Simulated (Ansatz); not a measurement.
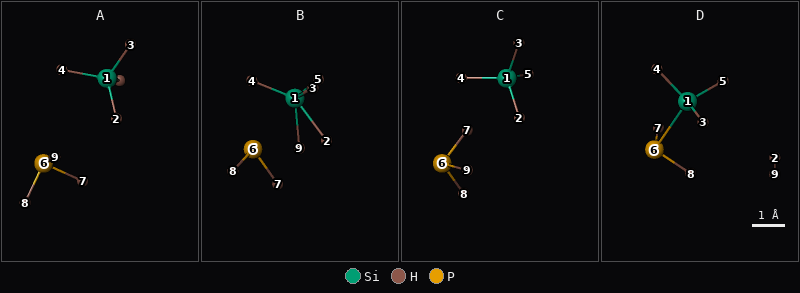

4 geometries from a converged minimum-energy path of SiPH₇, made up at the start of SiH4 and PH₃, shuffled. The picture is a ball-and-stick view, seen from a free direction.

Method: RKS PBE0-D4/6-31G* in Ansatz 0.2.0. Settings: 5 movable images; climbing image; force threshold 0.05 eV/Å; iteration limit 60; starting path through a guess of the saddle point.

**One of them is the converged climbing image. Which?**

B. In order along the path, whose images run from 0 to 6: C (image 0, 0.00 eV), A (image 1, +0.01 eV), B (image 3, +3.05 eV), D (image 5, +0.01 eV). Breaking: P6–H9 (1.42 → 1.85 at the top → 3.52 Å), Si1–H2 (1.49 → 1.71 at the top → 3.68 Å). Forming: H2–H9 (2.98 → 1.04 at the top → 0.74 Å), Si1–P6 (4.15 → 2.60 at the top → 2.26 Å).

Limits of the set-up: the start holds two separate molecules, 3.0 Å apart at their closest, whose relative position is a soft coordinate.
